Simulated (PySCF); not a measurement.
# C₃HN: excited-state relaxation

What do calculations give for the excited-state relaxation of C₃HN (`C#CC#N`)?

Computed with PySCF 2.14.0 and routines of our own; the level stands in each step. Atoms count from 0.

## (1) The starting structure

5 atoms, charge 0, multiplicity 1; geometry from: GFN2-xTB.

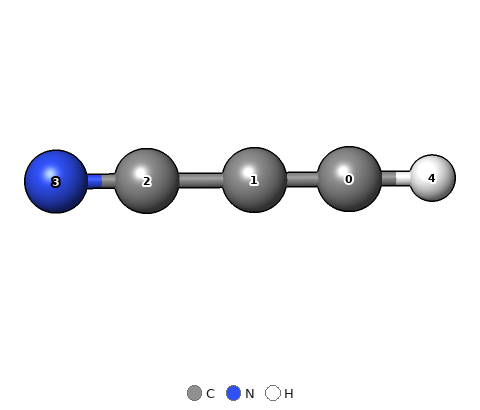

The starting geometry (carbon grey, nitrogen blue, hydrogen white).

## (2) Relaxing the molecule at BHandHLYP/def2-TZVP

What the job is given:

```
{"job": {"xc": "BHandHLYP", "basis": "def2-TZVP", "grid": 1, "kind": "geom"}, "charge": 0, "multiplicity": 1}
C     -1.274482    -0.173263    -0.000599
C     -0.081631    -0.011007     0.018928
C      1.271265     0.172231     0.043827
N      2.408523     0.327503     0.065446
H     -2.315053    -0.312612    -0.015927
```

The run is started by

```console
> OMP_NUM_THREADS=1 python excited_run.py task.json out
```

One launch serves the whole session: the jobs run in the order shown.

The log of the run:

```text
step   0  E = -169.53361427  max force = 0.038996
step   1  E = -169.52963836  max force = 0.015846
step   2  E = -169.53194974  max force = 0.012573
step   3  E = -169.53430143  max force = 0.001903
step   4  E = -169.53434188  max force = 0.000568
step   5  E = -169.53434552  max force = 0.000187
optimisation converged
```

Run time: 11 s. Hardware: 1 thread of Intel Xeon Platinum 8488C, shared host; peak memory 0.52 GiB.

Along the way: (the energy doesn't fall at every step)

```tsv
step	energy from step 0 (eV)	largest force component (eV/Å)
0	0.0000	2.0053
1	0.1082	0.8148
2	0.0453	0.6465
3	-0.0187	0.0979
4	-0.0198	0.0292
5	-0.0199	0.0096
```

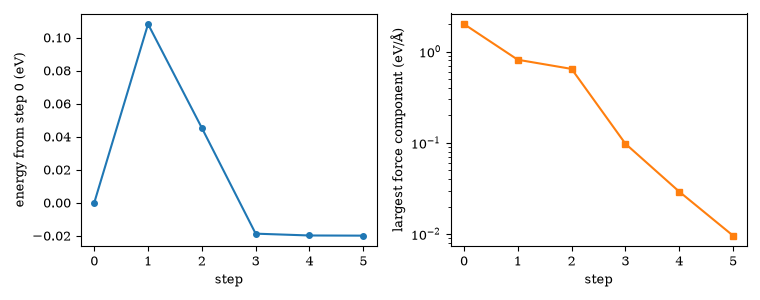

Energy and largest force along the relaxation.

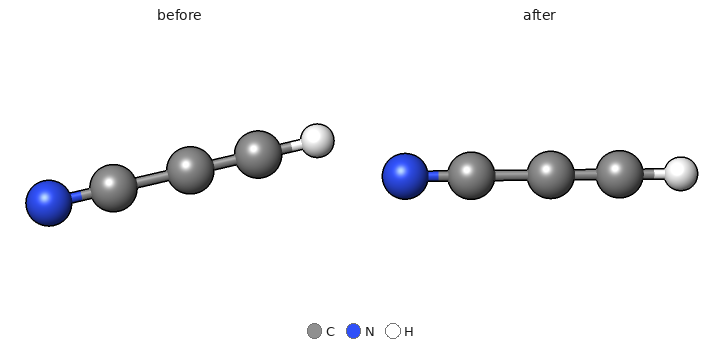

The geometry before (left) and after (right).

Close pairs (by a distance rule), those that changed most:

```tsv
bond	before (Å)	after (Å)	change (Å)
C0–C1	1.204	1.188	-0.016
C2–N3	1.148	1.140	-0.008
C0–H4	1.050	1.057	+0.007
C1–C2	1.365	1.372	+0.006
```

The end geometry stands in the next job.

```tsv
at the end point	value
point group (found at 0.08 Å tolerance)	Cinfv
rotational constants (GHz, main isotopes)	4.647, 4.647
dipole moment (D)	3.95
```

## (3) Excited-state relaxation: TDA BHandHLYP/def2-TZVP

What the job is given:

```
{"job": {"kind": "xopt", "state": "S1", "method": "TDA", "freq": true, "xc": "BHandHLYP", "basis": "def2-TZVP", "grid": 1}, "charge": 0, "multiplicity": 1}
C     -1.261467     0.050468    -0.166110
C     -0.087245     0.003565     0.009495
C      1.268404    -0.050067     0.211796
N      2.394465    -0.095834     0.381025
H     -2.305543     0.094642    -0.324663
```

With the program's defaults for keys left out, this is: TDA BHandHLYP/def2-TZVP excited-state geometry optimisation, gas phase.

The log of the run:

```text
final grid: 23136 points
cycle   1  E = -169.4861914110  dE =  7.192e-01  |g| = 4.241e-01  |ddm| = 3.310e+00
cycle   2  E = -169.4354541480  dE =  5.074e-02  |g| = 6.769e-01  |ddm| = 1.569e+00
cycle   3  E = -169.5335920175  dE = -9.814e-02  |g| = 5.206e-02  |ddm| = 1.140e+00
cycle   4  E = -169.5341400973  dE = -5.481e-04  |g| = 2.909e-02  |ddm| = 9.547e-02
cycle   5  E = -169.5343253056  dE = -1.852e-04  |g| = 9.119e-03  |ddm| = 4.235e-02
cycle   6  E = -169.5343408162  dE = -1.551e-05  |g| = 4.102e-03  |ddm| = 1.644e-02
cycle   7  E = -169.5343454585  dE = -4.642e-06  |g| = 4.797e-04  |ddm| = 3.275e-03
cycle   8  E = -169.5343455143  dE = -5.582e-08  |g| = 1.565e-04  |ddm| = 2.169e-03
cycle   9  E = -169.5343455197  dE = -5.337e-09  |g| = 2.723e-05  |ddm| = 2.702e-04
cycle  10  E = -169.5343455198  dE = -1.620e-10  |g| = 1.692e-06  |ddm| = 5.245e-05
converged SCF energy = -169.5343455198

vertical S1 at the ground-state geometry: 5.4682 eV
step    E(state)/Eh    max force   excitation/eV  root
  0    -169.34112771   0.196437     5.2235      1
  1    -169.35365597   0.018009     4.1515      1
  2    -169.35525155   0.012342     4.1831      1
  3    -169.35614846   0.008325     4.1542      1
  4    -169.35704314   0.014504     4.0879      1
  5    -169.35716597   0.003232     4.1379      1
  6    -169.35718669   0.001258     4.1496      1
  7    -169.35720497   0.001981     4.1537      1
  8    -169.35723965   0.004254     4.1495      1
  9    -169.35729623   0.002540     4.1295      1
 10    -169.35839081   0.020149     3.9295      1
 11    -169.36038082   0.014862     3.9383      1
 12    -169.34624112   0.163866     3.5461      1
 13    -169.36238438   0.083363     3.6609      1
 14    -169.36452438   0.033502     3.7194      1
 15    -169.36591804   0.029890     3.5828      1
 16    -169.36760503   0.007164     3.0374      1
 17    -169.36854284   0.005302     3.1593      1
 18    -169.36887065   0.005567     3.1100      1
 19    -169.37013503   0.022235     2.6376      1
 20    -169.37040054   0.008988     2.8275      1
 21    -169.37053326   0.002437     2.7939      1
 22    -169.37054247   0.000640     2.7899      1
 23    -169.37054571   0.000455     2.7972      1
 24    -169.37054617   0.000220     2.7999      1
optimisation converged
vertical emission 2.7999 eV, adiabatic 4.4572 eV, Stokes shift 2.6683 eV, reorganisation 1.0110 (excited) and 1.6573 eV (ground)
in n-hexane: absorption 5.4746 eV (f = 0.0000, root 1), emission 2.8110 eV (f = 0.0049, root 1)
in methanol: absorption 5.4802 eV (f = 0.0000, root 1), emission 2.8275 eV (f = 0.0061, root 1)
zero-point change -0.1123 eV, 0-0 energy 4.3449 eV
frequencies of the excited state (cm-1): 178 323 529 689 905 948 1713 2175 3195
```

It took 4 min on 1 thread of Intel Xeon Platinum 8488C, shared host; peak memory 0.6 GiB.

Key values:

```tsv
quantity	value
vertical absorption, S1	5.47 eV
adiabatic energy, S1	4.46 eV
vertical emission, S1	2.80 eV
Stokes shift, S1	2.67 eV
geometry moved (RMSD), S1	0.235 Å
```

Bonds of the start that changed most:

```tsv
bond	start (Å)	end (Å)
C0–C1	1.188	1.332
C1–C2	1.372	1.341
C0–H4	1.057	1.082
C2–N3	1.140	1.161
```

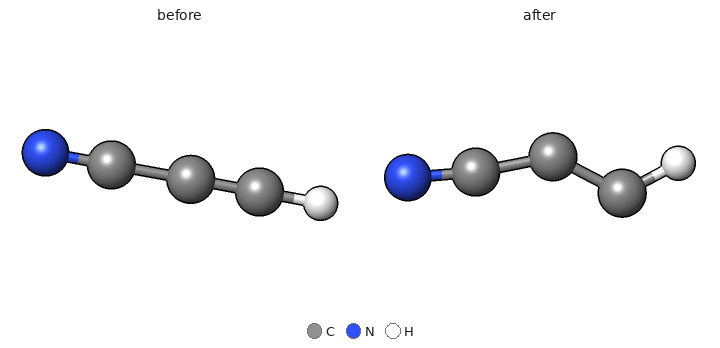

Before and after.

## (4) Excited-state relaxation: UKS BHandHLYP/def2-TZVP

What the job is given:

```
{"job": {"kind": "xopt", "state": "T1", "method": "UKS", "freq": true, "xc": "BHandHLYP", "basis": "def2-TZVP", "grid": 1}, "charge": 0, "multiplicity": 1}
C     -1.261467     0.050468    -0.166110
C     -0.087245     0.003565     0.009495
C      1.268404    -0.050067     0.211796
N      2.394465    -0.095834     0.381025
H     -2.305543     0.094642    -0.324663
```

Method: UKS BHandHLYP/def2-TZVP excited-state geometry optimisation, gas phase.

The log of the run:

```text
final grid: 23136 points
cycle   1  E = -169.4861914110  dE =  7.192e-01  |g| = 4.241e-01  |ddm| = 3.310e+00
cycle   2  E = -169.4354541480  dE =  5.074e-02  |g| = 6.769e-01  |ddm| = 1.569e+00
cycle   3  E = -169.5335920175  dE = -9.814e-02  |g| = 5.206e-02  |ddm| = 1.140e+00
cycle   4  E = -169.5341400973  dE = -5.481e-04  |g| = 2.909e-02  |ddm| = 9.547e-02
cycle   5  E = -169.5343253056  dE = -1.852e-04  |g| = 9.119e-03  |ddm| = 4.235e-02
cycle   6  E = -169.5343408162  dE = -1.551e-05  |g| = 4.102e-03  |ddm| = 1.644e-02
cycle   7  E = -169.5343454585  dE = -4.642e-06  |g| = 4.797e-04  |ddm| = 3.275e-03
cycle   8  E = -169.5343455143  dE = -5.582e-08  |g| = 1.565e-04  |ddm| = 2.169e-03
cycle   9  E = -169.5343455197  dE = -5.337e-09  |g| = 2.723e-05  |ddm| = 2.702e-04
cycle  10  E = -169.5343455198  dE = -1.620e-10  |g| = 1.692e-06  |ddm| = 5.245e-05
converged SCF energy = -169.5343455198

vertical T1 at the ground-state geometry: 4.6802 eV
step    E(state)/Eh    max force   <S^2>
  0    -169.37015335   0.229634    2.0236
  1    -169.38331173   0.028669    2.0228
  2    -169.38841889   0.018752    2.0245
  3    -169.39016758   0.009766    2.0234
  4    -169.39033089   0.003139    2.0233
  5    -169.39049570   0.003657    2.0227
  6    -169.39051425   0.002048    2.0227
  7    -169.39054523   0.001979    2.0228
  8    -169.39365424   0.035320    2.0265
  9    -169.39870926   0.020760    2.0289
 10    -169.39589184   0.053373    2.0352
 11    -169.40468877   0.014703    2.0357
 12    -169.40499673   0.006525    2.0362
 13    -169.40592038   0.015677    2.0383
 14    -169.40741647   0.059645    2.0403
 15    -169.40863356   0.053675    2.0384
 16    -169.40934351   0.044568    2.0328
 17    -169.41084847   0.013352    2.0334
 18    -169.41121209   0.002710    2.0338
 19    -169.41123555   0.000641    2.0338
 20    -169.41123724   0.000893    2.0340
 21    -169.41123835   0.000178    2.0340
optimisation converged
vertical emission 1.1587 eV, adiabatic 3.3499 eV, Stokes shift 3.5215 eV, reorganisation 1.3303 (excited) and 2.1912 eV (ground)
zero-point change -0.0915 eV, 0-0 energy 3.2584 eV
frequencies of the excited state (cm-1): 202 394 534 723 941 1026 1792 2173 3208
```

It took 3.2 min on 1 thread of Intel Xeon Platinum 8488C, shared host; peak memory 0.59 GiB.

From this job:

```tsv
quantity	value
vertical gap at the ground-state geometry, T1	4.68 eV
adiabatic energy, T1	3.35 eV
vertical gap at the relaxed geometry, T1	1.16 eV
difference of the two gaps, T1	3.52 eV
geometry moved (RMSD), T1	0.690 Å
```

Bonds of the start that changed most:

```tsv
bond	start (Å)	end (Å)
C0–C1	1.188	1.314
C0–H4	1.057	1.081
C2–N3	1.140	1.154
C1–C2	1.372	1.363
```

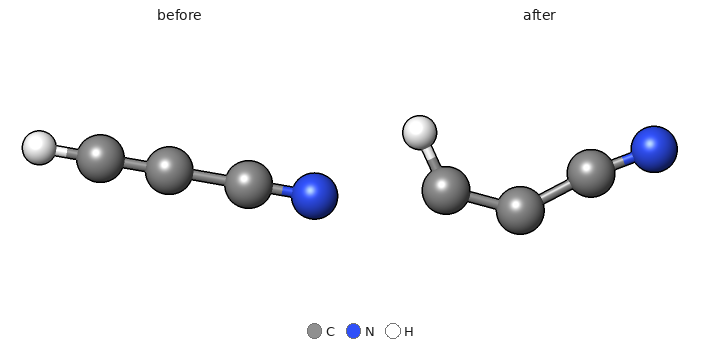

Before and after.

## (5) Outcome

| quantity | value |
| --- | --- |
| point group | Cinfv |
| rotational constants (main isotopes) | 4.65, 4.65 GHz |
| vertical absorption, S1 (step 3, TDA BHandHLYP/def2-TZVP) | 5.47 eV |
| adiabatic energy, S1 (step 3, TDA BHandHLYP/def2-TZVP) | 4.46 eV |
| vertical emission, S1 (step 3, TDA BHandHLYP/def2-TZVP) | 2.80 eV |
| Stokes shift, S1 (step 3, TDA BHandHLYP/def2-TZVP) | 2.67 eV |
| vertical gap at the ground-state geometry, T1 (step 4, UKS BHandHLYP/def2-TZVP) | 4.68 eV |
| adiabatic energy, T1 (step 4, UKS BHandHLYP/def2-TZVP) | 3.35 eV |
| vertical gap at the relaxed geometry, T1 (step 4, UKS BHandHLYP/def2-TZVP) | 1.16 eV |
| difference of the two gaps, T1 (step 4, UKS BHandHLYP/def2-TZVP) | 3.52 eV |

**Reading.** The optimisation took 5 steps and gained 0.020 eV; among the close pairs (by a distance rule), C0–C1 changed most, from 1.204 to 1.188 Å. In step 3 (excited-state relaxation), among the bonds C0–C1 changes most, from 1.188 to 1.332 Å. In step 4 the harmonic model is doubtful. In step 4 (excited-state relaxation), among the bonds C0–C1 changes most, from 1.188 to 1.314 Å. The atoms move far more than that, so angles or torsions carry the main change. ΔSCF (UKS) and response values aren't on one footing and may follow different states, so their differences aren't method errors alone, and singlets and triplets from the two don't rank.
